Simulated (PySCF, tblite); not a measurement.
# C5H11NSi2: geometry, infrared bands and NMR shifts

Aim: predict the infrared bands and NMR shifts of C5H11NSi2 (`N#C[C@H]1C[Si@H](C[SiH3])C1`).

The runs use tblite 0.8.0 and PySCF 2.14.0, with density-fitted response routines of our own; the level of theory stands in each step. All values are computed, except where a source is named. Atoms count from 0, in the outputs and in this text.

## Step 1: The molecule as given

19 atoms, charge 0, multiplicity 1; geometry from: force field or distance geometry start.

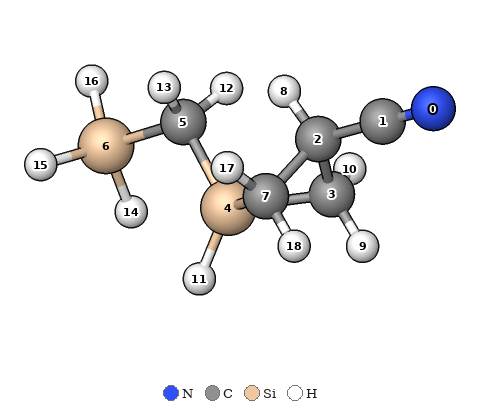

The starting geometry (nitrogen blue, carbon grey, silicon light orange, hydrogen white), atoms numbered.

## Step 2: Relaxing the molecule with GFN2-xTB

What the job is given:

```
{"job": {"kind": "relax", "xc": "GFN2-xTB", "basis": "xTB"}, "charge": 0, "multiplicity": 1}
N     -4.171800     1.119200    -0.117000
C     -3.069900     0.838900    -0.106200
C     -1.661300     0.464100    -0.072700
C     -1.204900    -0.231800     1.163500
Si     0.241200    -0.825000     0.147100
C      1.323300     0.602800    -0.271000
Si     3.121100     0.137600    -0.090800
C     -1.350800    -0.818500    -0.807900
H     -0.929400     1.231000    -0.391000
H     -1.838100    -1.067400     1.538600
H     -0.827700     0.448700     1.964100
H      0.839400    -2.082100     0.477100
H      1.094900     1.438100     0.444800
H      1.081000     0.970500    -1.283500
H      3.208700    -0.759300     1.080500
H      3.501600    -0.570600    -1.311300
H      3.904300     1.361800     0.092900
H     -1.244200    -0.599700    -1.898600
H     -2.027000    -1.649100    -0.565900
```

Started as:

```sh
$ OMP_NUM_THREADS=1 python probes_run.py task.json out
```

This one command runs all jobs of the session in turn.

What it wrote:

```text
step      E/eV     max force
  0    -614.04229    4.264
  1    -614.42583    4.188
  2    -614.43539    7.374
  3    -614.77054    1.041
  4    -614.90115    0.720
  5    -615.00147    1.086
  6    -615.02985    0.731
  7    -615.06768    0.372
  8    -615.08908    0.474
  9    -615.10548    0.351
 10    -615.11999    0.386
 11    -615.14203    0.494
 12    -615.17151    0.668
 13    -615.20240    0.673
 14    -615.22343    0.433
 15    -615.23597    0.291
 16    -615.24663    0.403
 17    -615.25856    0.381
 18    -615.26863    0.325
 19    -615.27566    0.232
 20    -615.28162    0.345
 21    -615.28963    0.450
 22    -615.30030    0.506
 23    -615.31145    0.447
 24    -615.32043    0.216
 25    -615.32650    0.195
 26    -615.33286    0.256
 27    -615.34245    0.277
 28    -615.35321    0.251
 29    -615.36176    0.224
 30    -615.36705    0.177
 31    -615.37007    0.243
 32    -615.37267    0.466
 33    -615.37540    0.342
 34    -615.38011    0.130
 35    -615.38176    0.121
 36    -615.38404    0.103
 37    -615.38576    0.145
 38    -615.38849    0.158
 39    -615.39209    0.256
 40    -615.39641    0.342
 41    -615.40158    0.306
 42    -615.40665    0.169
 43    -615.41339    0.211
 44    -615.41673    0.159
 45    -615.42192    0.164
 46    -615.42634    0.171
 47    -615.43153    0.176
 48    -615.43780    0.194
 49    -615.44267    0.196
 50    -615.44568    0.314
 51    -615.44903    0.247
 52    -615.45295    0.289
 53    -615.45858    0.259
 54    -615.46169    0.235
 55    -615.46429    0.268
 56    -615.46767    0.131
 57    -615.46974    0.097
 58    -615.47212    0.145
 59    -615.47302    0.164
 60    -615.47411    0.113
 61    -615.47473    0.092
 62    -615.47541    0.052
 63    -615.47617    0.061
 64    -615.47713    0.064
 65    -615.47806    0.076
 66    -615.47880    0.075
 67    -615.47919    0.185
 68    -615.47949    0.094
 69    -615.47977    0.100
 70    -615.48036    0.127
 71    -615.48064    0.094
 72    -615.48101    0.088
 73    -615.48126    0.031
 74    -615.48152    0.037
 75    -615.48177    0.032
 76    -615.48194    0.026
 77    -615.48205    0.023
 78    -615.48213    0.045
 79    -615.48220    0.025
 80    -615.48228    0.020
 81    -615.48237    0.020
 82    -615.48246    0.025
 83    -615.48256    0.034
 84    -615.48265    0.049
 85    -615.48274    0.050
 86    -615.48285    0.046
 87    -615.48298    0.031
 88    -615.48311    0.025
 89    -615.48324    0.027
 90    -615.48335    0.023
 91    -615.48346    0.021
 92    -615.48357    0.021
 93    -615.48367    0.019
 94    -615.48375    0.018
 95    -615.48383    0.030
 96    -615.48390    0.028
 97    -615.48398    0.020
 98    -615.48409    0.029
 99    -615.48414    0.024
100    -615.48423    0.021
101    -615.48431    0.028
102    -615.48439    0.024
103    -615.48444    0.020
104    -615.48446    0.011
105    -615.48448    0.011
106    -615.48450    0.020
107    -615.48452    0.026
108    -615.48456    0.023
109    -615.48459    0.020
110    -615.48461    0.016
111    -615.48463    0.011
112    -615.48467    0.020
113    -615.48476    0.029
114    -615.48492    0.040
115    -615.48511    0.039
116    -615.48522    0.067
117    -615.48539    0.023
118    -615.48545    0.022
119    -615.48560    0.024
120    -615.48579    0.023
121    -615.48593    0.029
122    -615.48603    0.044
123    -615.48609    0.021
124    -615.48615    0.073
125    -615.48622    0.036
126    -615.48634    0.021
127    -615.48644    0.024
128    -615.48655    0.022
129    -615.48662    0.026
130    -615.48671    0.045
131    -615.48683    0.025
132    -615.48703    0.059
133    -615.48716    0.036
134    -615.48732    0.076
135    -615.48750    0.032
136    -615.48771    0.054
137    -615.48800    0.027
138    -615.48828    0.051
139    -615.48843    0.110
140    -615.48850    0.072
141    -615.48885    0.041
142    -615.48900    0.025
143    -615.48934    0.045
144    -615.48947    0.030
145    -615.48974    0.071
146    -615.49023    0.049
147    -615.49074    0.070
148    -615.49082    0.208
149    -615.49191    0.061
150    -615.49254    0.144
151    -615.49309    0.113
152    -615.49379    0.107
153    -615.49446    0.173
154    -615.49550    0.140
155    -615.49599    0.098
156    -615.49669    0.124
157    -615.49717    0.046
158    -615.49744    0.072
159    -615.49782    0.047
160    -615.49851    0.051
161    -615.49942    0.062
162    -615.50088    0.107
163    -615.50208    0.120
164    -615.50293    0.219
165    -615.50338    0.115
166    -615.50403    0.093
167    -615.50492    0.099
168    -615.50625    0.132
169    -615.50734    0.109
170    -615.50838    0.125
171    -615.51035    0.120
172    -615.51190    0.143
173    -615.51332    0.119
174    -615.51336    0.125
175    -615.51509    0.112
176    -615.51578    0.074
177    -615.51736    0.079
178    -615.51846    0.127
179    -615.52027    0.185
180    -615.52265    0.137
181    -615.52412    0.108
182    -615.52505    0.064
183    -615.52567    0.079
184    -615.52633    0.071
185    -615.52690    0.076
186    -615.52737    0.076
187    -615.52785    0.042
188    -615.52818    0.037
189    -615.52844    0.030
190    -615.52871    0.036
191    -615.52911    0.048
192    -615.52961    0.046
193    -615.53002    0.134
194    -615.53039    0.048
195    -615.53069    0.040
196    -615.53104    0.040
197    -615.53120    0.028
198    -615.53139    0.021
199    -615.53148    0.020
200    -615.53157    0.020
201    -615.53170    0.022
202    -615.53187    0.031
203    -615.53207    0.052
204    -615.53228    0.062
205    -615.53247    0.073
206    -615.53260    0.038
207    -615.53268    0.036
208    -615.53277    0.024
209    -615.53290    0.028
210    -615.53309    0.029
211    -615.53332    0.029
212    -615.53355    0.034
213    -615.53378    0.061
214    -615.53403    0.033
215    -615.53422    0.050
216    -615.53436    0.030
217    -615.53445    0.030
218    -615.53455    0.030
219    -615.53466    0.035
220    -615.53480    0.034
221    -615.53498    0.064
222    -615.53521    0.062
223    -615.53548    0.080
224    -615.53578    0.037
225    -615.53605    0.048
226    -615.53633    0.053
227    -615.53665    0.057
228    -615.53713    0.060
229    -615.53740    0.087
230    -615.53760    0.024
231    -615.53769    0.012
232    -615.53771    0.014
233    -615.53773    0.024
234    -615.53775    0.013
235    -615.53778    0.006
```

Wall time 2.2 s (1 thread of Arm Neoverse V1, shared host).

Relaxation path: (not every step is listed)

| step | energy from step 0 (eV) | largest force (eV/Å) |
| --- | --- | --- |
| 0 | 0.0000 | 4.2641 |
| 1 | -0.3835 | 4.1879 |
| 2 | -0.3931 | 7.3744 |
| 3 | -0.7283 | 1.0411 |
| 4 | -0.8589 | 0.7201 |
| 5 | -0.9592 | 1.0861 |
| 6 | -0.9876 | 0.7308 |
| 7 | -1.0254 | 0.3720 |
| 8 | -1.0468 | 0.4741 |
| 30 | -1.3248 | 0.1773 |
| 52 | -1.4107 | 0.2895 |
| 74 | -1.4392 | 0.0375 |
| 96 | -1.4416 | 0.0276 |
| 118 | -1.4432 | 0.0224 |
| 140 | -1.4462 | 0.0717 |
| 162 | -1.4586 | 0.1069 |
| 184 | -1.4840 | 0.0714 |
| 206 | -1.4903 | 0.0375 |
| 228 | -1.4948 | 0.0595 |
| 230 | -1.4953 | 0.0244 |
| 231 | -1.4954 | 0.0124 |
| 232 | -1.4954 | 0.0138 |
| 233 | -1.4954 | 0.0244 |
| 234 | -1.4955 | 0.0126 |
| 235 | -1.4955 | 0.0063 |

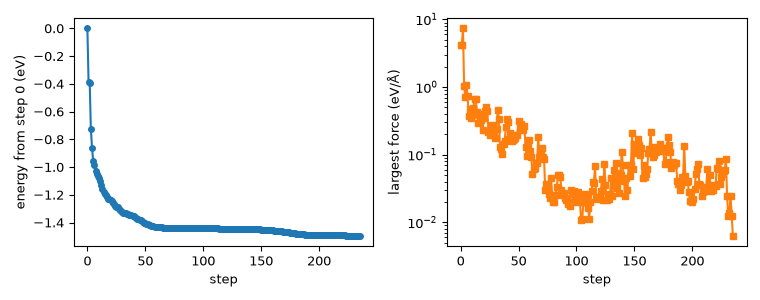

Energy and force, step by step.

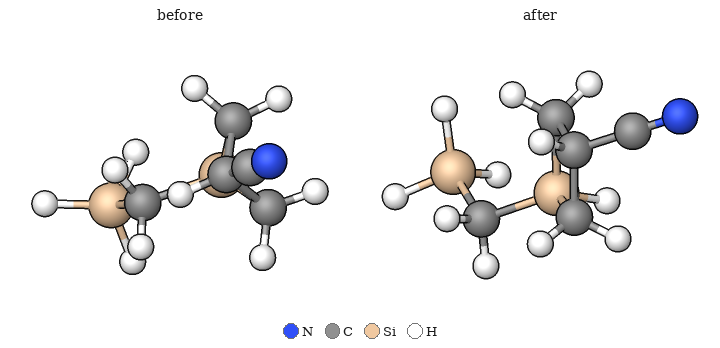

The geometry before (left) and after (right).

Close pairs (by a distance rule), those that changed most:

| bond | before (Å) | after (Å) | change (Å) |
| --- | --- | --- | --- |
| Si4–C7 | 1.856 | 1.918 | +0.061 |
| C2–C3 | 1.490 | 1.551 | +0.060 |
| Si4–C5 | 1.840 | 1.893 | +0.053 |
| C3–Si4 | 1.864 | 1.914 | +0.049 |
| C2–C7 | 1.511 | 1.550 | +0.040 |
| C5–Si6 | 1.866 | 1.902 | +0.036 |
| Si4–H11 | 1.431 | 1.466 | +0.035 |
| C5–H12 | 1.124 | 1.090 | -0.034 |

The end geometry stands in the next job.

## Step 3: Vibrational analysis with GFN2-xTB

What the job is given:

```
{"job": {"kind": "ir", "xc": "GFN2-xTB", "basis": "xTB"}, "charge": 0, "multiplicity": 1}
N     -4.163553    -1.000207     0.638848
C     -3.239270    -0.348913     0.459750
C     -2.060566     0.434497     0.229309
C     -0.876248    -0.051927     1.103943
Si     0.107113    -0.577103    -0.451738
C      1.728247     0.346884    -0.768437
Si     3.119745    -0.058053     0.463687
C     -1.485844     0.193696    -1.190153
H     -2.308356     1.484451     0.407277
H     -1.164466    -0.846195     1.789266
H     -0.452261     0.753220     1.700059
H      0.225951    -2.024895    -0.648737
H      1.547817     1.421782    -0.757888
H      2.070633     0.106130    -1.773712
H      2.700278     0.303174     1.818474
H      3.411151    -1.489785     0.399038
H      4.316741     0.708021     0.105675
H     -1.374259     1.121553    -1.747041
H     -2.112654    -0.467082    -1.785081
```

What it wrote:

```text
mode    cm-1     km/mol
  1       8.5      3.13
  2      38.8      0.31
  3      73.3      3.24
  4     101.8      0.49
  5     151.6      1.97
  6     164.2      2.86
  7     211.2      0.13
  8     238.8      6.33
  9     426.5      2.28
 10     490.8     23.12
 11     514.4     28.84
 12     529.0      7.85
 13     560.9     53.58
 14     572.6     32.99
 15     608.2     69.98
 16     666.5      6.46
 17     679.0     10.79
 18     706.7     84.81
 19     718.5    131.82
 20     752.1    125.03
 21     781.0    187.16
 22     785.7    114.09
 23     793.9    368.69
 24     797.3    292.36
 25     838.8    104.91
 26     888.3     74.17
 27    1013.7      0.64
 28    1022.2      1.15
 29    1042.6      6.39
 30    1064.4      0.19
 31    1118.0      5.46
 32    1130.3    125.22
 33    1175.3      0.31
 34    1198.3     11.39
 35    1213.9      0.35
 36    1286.5      3.23
 37    1447.0      0.53
 38    1468.5      5.04
 39    1472.6      0.73
 40    2241.0    135.62
 41    2247.3    416.08
 42    2262.7    301.15
 43    2272.7    387.85
 44    2400.2    248.42
 45    2940.5     20.15
 46    2978.0     23.98
 47    2992.2     19.82
 48    3003.1      1.77
 49    3006.8     84.66
 50    3016.1     35.87
 51    3017.7      0.99
```

It took 0.89 s on 1 thread of Arm Neoverse V1, shared host.

Which atoms move in the most intense modes:

| cm⁻¹ | km/mol | atoms |
| --- | --- | --- |
| 781 | 187.2 | H15 43 %, H16 21 % |
| 794 | 368.7 | H16 26 %, H14 19 %, Si6 15 %, C5 11 % |
| 797 | 292.4 | H16 23 %, H15 18 %, H14 11 %, C7 11 % |
| 2241 | 135.6 | H11 82 %, H16 11 % |
| 2247 | 416.1 | H16 83 %, H11 10 % |
| 2263 | 301.1 | H14 93 % |
| 2273 | 387.9 | H15 93 % |
| 2400 | 248.4 | C1 60 %, N0 39 % |

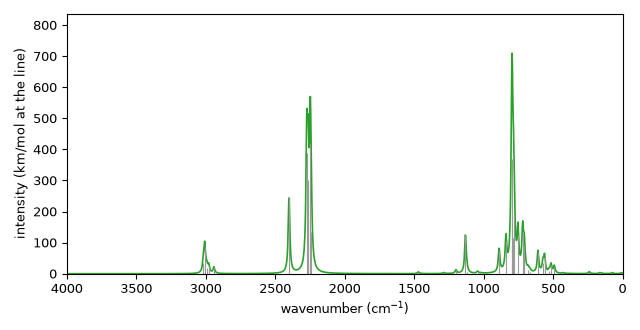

The infrared spectrum from these modes, unscaled. Lines are broadened to a width of 14 cm⁻¹ (Lorentzian).

## Step 4: Shielding tensors: PBE0/pcSseg-1

Same as in step 3 but for these lines:

```diff
@@ -1,2 +1,2 @@
-{"job": {"kind": "ir", "xc": "GFN2-xTB", "basis": "xTB"}, "charge": 0, "multiplicity": 1}
+{"job": {"kind": "nmr", "xc": "PBE0", "basis": "pcSseg-1"}, "charge": 0, "multiplicity": 1}
 N     -4.163553    -1.000207     0.638848
```

With the program's defaults for keys left out, this is: GIAO PBE0/pcSseg-1 NMR shielding, non-relativistic, gas phase.

What it wrote:

```text
coarse grid: 16560 points
cycle   1  E = -830.1341976774  dE =  7.671e-01  |g| = 5.675e-01  |ddm| = 3.990e+00
cycle   2  E = -830.0178980445  dE =  1.163e-01  |g| = 9.307e-01  |ddm| = 1.234e+00
cycle   3  E = -830.2043794810  dE = -1.865e-01  |g| = 2.141e-01  |ddm| = 8.060e-01
cycle   4  E = -830.2141911934  dE = -9.812e-03  |g| = 4.847e-02  |ddm| = 1.827e-01
cycle   5  E = -830.2147298096  dE = -5.386e-04  |g| = 1.154e-02  |ddm| = 5.637e-02
cycle   6  E = -830.2147640028  dE = -3.419e-05  |g| = 1.615e-03  |ddm| = 1.419e-02
cycle   7  E = -830.2147646287  dE = -6.259e-07  |g| = 4.629e-04  |ddm| = 2.289e-03
final grid: 149976 points
cycle   8  E = -830.2611186625  dE = -3.056e-05  |g| = 7.291e-03  |ddm| = 2.808e-02
cycle   9  E = -830.2611121000  dE =  6.562e-06  |g| = 8.863e-03  |ddm| = 1.425e-02
cycle  10  E = -830.2611323505  dE = -2.025e-05  |g| = 7.961e-04  |ddm| = 7.841e-03
cycle  11  E = -830.2611324446  dE = -9.408e-08  |g| = 4.985e-04  |ddm| = 1.054e-03
cycle  12  E = -830.2611324944  dE = -4.979e-08  |g| = 1.125e-04  |ddm| = 3.785e-04
cycle  13  E = -830.2611324973  dE = -2.881e-09  |g| = 1.908e-05  |ddm| = 1.090e-04
cycle  14  E = -830.2611324973  dE = -7.412e-11  |g| = 4.660e-06  |ddm| = 2.415e-05
converged SCF energy = -830.2611324973

GIAO shielding tensors (ppm)
atom      isotropic    diamagn.    paramagn.     s11        s22        s33       span
  0 N      -30.652     339.917    -370.569   -192.370   -166.124    266.539    458.910
  1 C       57.123     259.818    -202.695    -68.472    -57.528    297.368    365.840
  2 C      168.686     252.797     -84.111    159.592    169.552    176.913     17.321
  3 C      166.228     253.425     -87.197    140.154    161.563    196.967     56.812
  4 Si     354.672     880.362    -525.690    303.366    371.037    389.614     86.247
  5 C      193.028     258.495     -65.466    186.018    193.858    199.210     13.192
  6 Si     428.314     878.770    -450.455    407.121    411.575    466.246     59.125
  7 C      164.295     254.318     -90.024    137.983    161.749    193.152     55.169
  8 H       28.674      29.483      -0.809     24.907     26.961     34.154      9.247
  9 H       29.868      32.330      -2.462     25.688     29.015     34.902      9.213
 10 H       29.840      33.010      -3.170     25.890     28.724     34.906      9.016
 11 H       26.492      30.222      -3.731     23.010     25.933     30.532      7.522
 12 H       31.620      33.291      -1.671     26.427     29.957     38.476     12.049
 13 H       31.624      30.678       0.946     26.395     28.923     39.555     13.160
 14 H       27.838      28.853      -1.015     23.962     27.244     32.308      8.346
 15 H       27.847      28.282      -0.436     24.180     26.186     33.175      8.995
 16 H       27.571      27.581      -0.011     23.881     25.130     33.701      9.820
 17 H       29.861      32.025      -2.164     26.348     28.136     35.099      8.752
 18 H       29.817      31.484      -1.667     25.838     28.527     35.088      9.250
```

It took 36 s on 1 thread of Arm Neoverse V1, shared host; peak memory 0.92 GiB.

The references, computed at this level on geometries of the same kind, shield at (ppm): 1H TMS 31.72, 13C TMS 186.9, 29Si TMS 349.2, 15N NH3 267.7. Their shielding less the atom's gives the shift. The references are single molecules in the gas phase, so shifts against H2O, NH3, PH3, H3PO4 or CFCl3 are not on the usual liquid scales and can be off by tens of ppm. Atoms listed in one row are averaged.

| atoms | environment | σ (ppm) | δ (ppm) | δ scaled to CDCl3 |
| --- | --- | --- | --- | --- |
| C1 | nitrile carbon | 57.1 | 129.8 | 124.8 |
| C3, C7 | sp3 CH2 bonded to Si | 165.3 | 21.7 | 19.2 |
| C2 | sp3 CH α to a nitrile | 168.7 | 18.2 | 15.9 |
| C5 | sp3 CH2 bonded to 2 Si | 193.0 | -6.1 | -7.9 |
| H11 | hydrogen on a silicon bonded to 3 C, in a 4-membered ring | 26.49 | 5.23 | – |
| H14, H15, H16 | hydrogen on a silicon bonded to C | 27.75 | 3.97 | – |
| H8 | hydrogen on an sp3 CH α to a nitrile | 28.67 | 3.04 | 2.97 |
| H9, H18 | hydrogen on an sp3 CH2 bonded to Si | 29.84 | 1.87 | 1.87 |
| H10, H17 | hydrogen on an sp3 CH2 bonded to Si | 29.85 | 1.87 | 1.86 |
| H12, H13 | hydrogen on an sp3 CH2 bonded to 2 Si | 31.62 | 0.09 | 0.19 |
| N0 | nitrile nitrogen | -30.7 | 298.4 | – |
| Si4 | silicon bonded to 3 C, H, in a 4-membered ring | 354.7 | -5.5 | – |
| Si6 | silicon bonded to C, 3 H | 428.3 | -79.2 | – |

The scaled column applies a straight-line fit of computed shieldings to shifts measured in CDCl3 (root-mean-square error 0.16 ppm for H, 1.9 ppm for C).

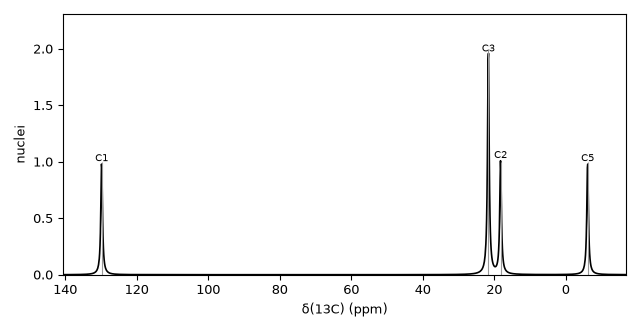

13C lines at the computed shifts, without couplings. Lines are broadened to a width of 0.54 ppm (Lorentzian).

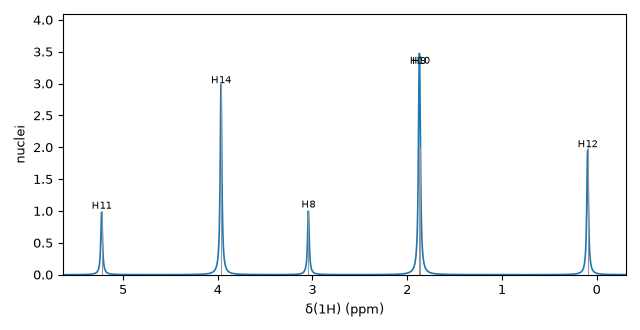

1H lines at the computed shifts, without couplings. Lines are broadened to a width of 0.02 ppm (Lorentzian).

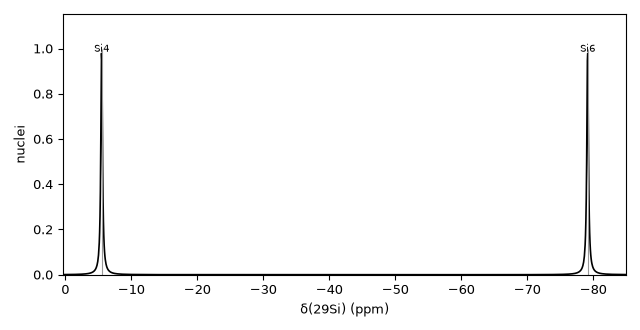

29Si lines at the computed shifts, without couplings. Lines are broadened to a width of 0.29 ppm (Lorentzian).

Charges from the same density, by scheme (e):

| atoms | Mulliken | IAO | Hirshfeld | ESP fit |
| --- | --- | --- | --- | --- |
| N0 | -0.25 | -0.26 | -0.24 | -0.43 |
| C1 | 0.13 | 0.14 | 0.08 | 0.16 |
| C2 | -0.30 | -0.14 | 0.00 | 0.45 |
| C3, C7 | -0.45 | -0.54 | -0.16 | -0.63 |
| Si4 | 0.83 | 0.90 | 0.38 | 0.76 |
| C5 | -0.86 | -0.83 | -0.25 | -0.61 |
| Si6 | 0.48 | 0.61 | 0.32 | 0.46 |

ESP fit charges:

N0 -0.43; C1 0.16; C2 0.45; C3 -0.61; Si4 0.76; C5 -0.61; Si6 0.46; C7 -0.64; H8 0.01; H9 0.16; H10 0.14; H11 -0.15; H12 0.17; H13 0.15; H14 -0.12; H15 -0.12; H16 -0.11; H17 0.13; H18 0.17

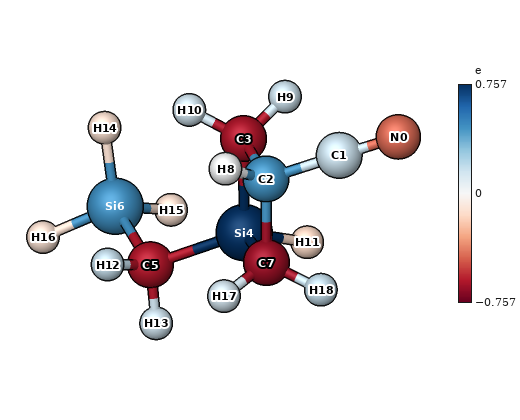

ESP fit charges, as colours on the atoms.

Mayer bond orders: N0–C1 3.06, C1–C2 0.98, C2–C3 0.95, C3–Si4 0.92, Si4–C5 0.94, C5–Si6 0.91, Si4–C7 0.92, C7–C2 0.95.

Ring of atoms C2, C3, Si4, C7: NICS(0) 1.6, NICS(1) -0.3, NICS(1)zz 5.7 ppm (means of both faces).

## Step 5: Summary of results

| quantity | value |
| --- | --- |
| strongest single infrared mode (GFN2-xTB) | 2247 cm⁻¹, 416 km/mol |
| zero-point energy (GFN2-xTB) | 87.4 kcal/mol |
| 13C shifts against TMS (PBE0/pcSseg-1, means over atoms taken as alike) | 129.8, 21.7, 18.2, -6.1 ppm |
| 1H shifts against TMS (PBE0/pcSseg-1, means over atoms taken as alike) | 5.23, 3.97, 3.04, 1.87, 1.87, 0.09 ppm |
| 15N shifts against NH3 (PBE0/pcSseg-1) | 298.4 ppm |
| 29Si shifts against TMS (PBE0/pcSseg-1) | -5.5, -79.2 ppm |

The optimisation took 235 steps and gained 1.495 eV; among the close pairs (by a distance rule), Si4–C7 changed most, from 1.856 to 1.918 Å. No mode is imaginary among the 51: a minimum at this level. The strongest single mode, at 2247 cm⁻¹, moves mainly H16. GFN2-xTB is a fitted tight-binding method: band positions and strengths are rough. Its intensities can rank the bands wrongly. At PBE0/pcSseg-1: The largest span, 459 ppm, is at N0, where the paramagnetic term is -371 ppm.
